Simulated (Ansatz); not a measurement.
Frequency calculation, with input and output: C₂H₃Zn (charge +1)

The run: frequency calculation of C₂H₃Zn, charge +1. Method and program: RKS PBE-D4/def2-SVPD (Ansatz 0.2.0).

It belongs to a series of runs on one base structure; here: vibrations at the highest image of the band. Figures and captions count atoms from 1; the log counts them from 0 in places.

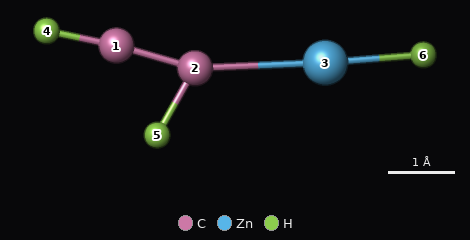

**Figure 1.** The structure (ball-and-stick view, seen on its broad side; atoms are numbered from 1 in the order of the input). Sticks mark near contacts. Bond lengths as drawn: C–C 1.25 Å, C–H 1.10 to 1.19 Å, C–Zn 2.01 Å and H–Zn 1.51 Å.

**Input**
```yaml
crystal:
  periodic: [false, false, false]
  atoms:
    - { symbol: C, position_ang: [-0.84913, -0.647519, -1.024231] }
    - { symbol: C, position_ang: [-0.075234, -0.084169, -0.215223] }
    - { symbol: Zn, position_ang: [0.679863, 0.669831, 1.485052] }
    - { symbol: H, position_ang: [-1.46815, -1.127877, -1.789553] }
    - { symbol: H, position_ang: [0.509154, -0.029524, -1.251803] }
    - { symbol: H, position_ang: [1.203508, 1.219257, 2.795768] }
total_charge: 1
basis:
  gaussian: { orbitals: def2-SVPD }
hamiltonian:
  xc: pbe
  dispersion: d4
phonons: {}
```

Launch command:
```bash
ansatz run input.yaml --threads 2 --pin off --max-ram 3072MiB --backend cpu --events-out ev --progress --plain --runs-dir out
```

**Log**
```
Engine: ansatz 0.2.0, x86_64-unknown-linux-gnu
Functional definition: PBE
  parameter kappa = 0.804
  parameter beta = 0.06672455060314922
  exchange = pbe_x(kappa = kappa, mu = beta*pi^2/3)
  correlation = pbe_c(beta = beta)
909 factors; their error is unknown
mean field evaluation 1: about -50418.7124 eV, gradient 2.0e2 eV
mean field evaluation 2: about -49836.8401 eV, gradient 2.9e2 eV
mean field evaluation 4: about -50471.0200 eV, gradient 8.5e1 eV
mean field evaluation 8: about -50511.9253 eV, gradient 2.0e1 eV
mean field evaluation 16: about -50513.3231 eV, gradient 4.5e-3 eV
mean field -50513.32308182 eV, -1856.3303840967 hartree, gradient 7.0e-5 eV, S^2 0.000000; 0 other end points of the search recorded, 0 dependent functions left out
the calculation of the forces begins
reference -50513.32313731 eV, -1856.3303861359 hartree; 22, 22 occupied and 76, 76 virtual orbitals, 909 factors
these checks for a lower state are left out or cut short: stability, starts, cluster_reference, orbital_swaps, neighbouring_geometries, increment
909 factors; their error is unknown
mean field -50513.32284156 eV, -1856.3303752673 hartree, gradient 1.6e-6 eV, S^2 0.000000; 0 other end points of the search recorded, 0 dependent functions left out
[... from here on the field's lines of each further geometry are left out, up to the last ...]
the calculation of the forces begins
reference -50513.32309809 eV, -1856.3303846945 hartree; 22, 22 occupied and 76, 76 virtual orbitals, 909 factors
these checks for a lower state are left out or cut short: stability, starts, cluster_reference, orbital_swaps, neighbouring_geometries, increment
909 factors; their error is unknown
mean field -50513.32305400 eV, -1856.3303830745 hartree, gradient 2.3e-6 eV, S^2 0.000000; 0 other end points of the search recorded, 0 dependent functions left out
the calculation of the forces begins
reference -50513.32310948 eV, -1856.3303851131 hartree; 22, 22 occupied and 76, 76 virtual orbitals, 909 factors
WARN: phonons: modes at or below zero, which the zero-point energy, F, S and C_V leave out: 1, the lowest at -449.74 cm⁻¹. A minimum has none, and a first-order saddle one
Total energy: -50513.39162660 eV, -1856.3329030708 hartree
Atom 0 at    -0.849130    -0.647519    -1.024231 Å, force    -0.037777    -0.019525     0.025529 eV/Å
Atom 1 at    -0.075234    -0.084169    -0.215223 Å, force     0.022418     0.004805    -0.042030 eV/Å
Atom 2 at     0.679863     0.669831     1.485052 Å, force     0.001964     0.001093     0.007303 eV/Å
Atom 3 at    -1.468150    -1.127877    -1.789553 Å, force     0.008537     0.006054    -0.009065 eV/Å
Atom 4 at     0.509154    -0.029524    -1.251803 Å, force     0.007390     0.008972     0.023845 eV/Å
Atom 5 at     1.203508     1.219257     2.795768 Å, force    -0.002532    -0.001399    -0.005582 eV/Å
Dipole moment:    -0.422486    -0.453877    -1.092546 e Å
Vibrations: -449.74 253.32 265.35 374.56 381.55 419.84 667.33 910.41 1925.05 1970.71 2547.34 3252.56 cm⁻¹, zero-point energy 0.803915 eV
```

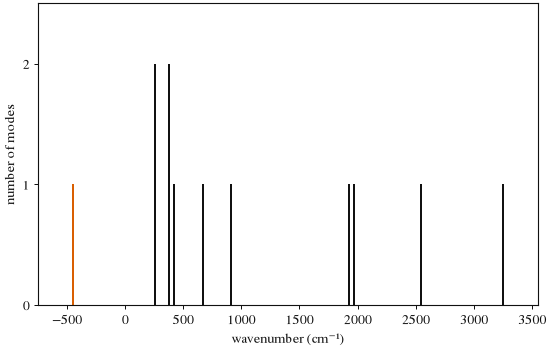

**Figure 2.** Harmonic vibrational wavenumbers from the force constants; neighbouring modes closer than 17 cm⁻¹ are counted in one stick, and imaginary ones are drawn at negative wavenumbers. 12 modes from 450i to 3253 cm⁻¹, 1 imaginary beyond 8i (450i cm⁻¹): a first-order saddle point, if the geometry is stationary.

**Summary**

| quantity | value |
| --- | --- |
| outcome | converged |
| total energy | −50513.3916 eV |
| mean-field energy | −50513.3231 eV |
| largest force (length of the vector) | 0.050 eV/Å |
| hardware | 2 threads of AMD EPYC (Zen 3), 16 GiB of memory available, shared host |
| wall time | 22 s (CPU time 42 s) |
| peak memory | 0.14 GiB |
